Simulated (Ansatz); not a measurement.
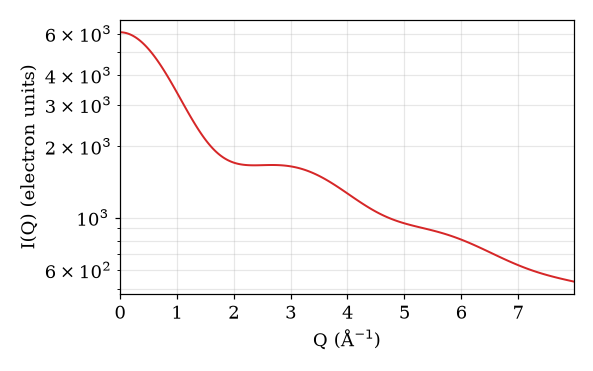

Elastic X-ray scattering of a randomly oriented, rigid molecule, calculated with the Debye equation from neutral-atom form factors (independent atoms, no Compton part, no vibration). The geometry is the end point of an optimisation (Ansatz 0.2.0, RHF/def2-SVP); it may be a saddle point or a higher isomer. It contains N, Sn, Cl, H.

Question: How many electrons does the independent-atom model of the molecule hold?

Answer: I(0) is the square of the electron number: I(0) = 6080, so about 78 electrons, the count of ClH4NSn.

Question: What radius of gyration does the initial fall-off give?

Answer: From I(Q) ≈ I(0) exp(−Q²R²/3) at small Q, R ≈ 1.42 Å. It is larger than the electron-weighted radius of the nuclear positions alone (1.27 Å), because each atom's electron cloud adds to it.
